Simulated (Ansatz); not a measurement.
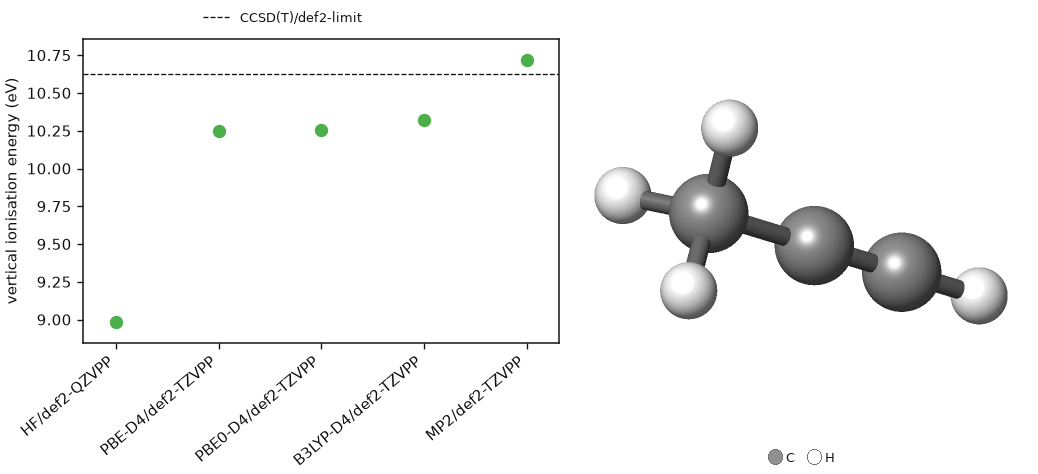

Vertical ionisation energy of C₃H₄, SMILES C#CC, taken as the energy of the cation less that of the neutral at fixed geometry (unrestricted doublet cation, cores frozen in correlated methods, no spin-orbit coupling), the Ansatz code, at a PBE0-D4/def2-TZVP geometry (a minimum by its frequencies). Limit means an estimate of the basis limit from triple and quadruple zeta; for coupled cluster it is either extrapolated directly or built as the MP2 limit plus the step from MP2 in triple zeta. The distance of MP2/def2-TZVPP to the limit includes basis error.

### What range do the values span, the line included?

From 8.99 eV (HF/def2-QZVPP) to 10.72 eV (MP2/def2-TZVPP).

### Which level comes closest to the line (CCSD(T)/def2-limit), and which misses most?

Closest MP2/def2-TZVPP (10.72 eV), against 10.62 eV; farthest HF/def2-QZVPP (8.99 eV).
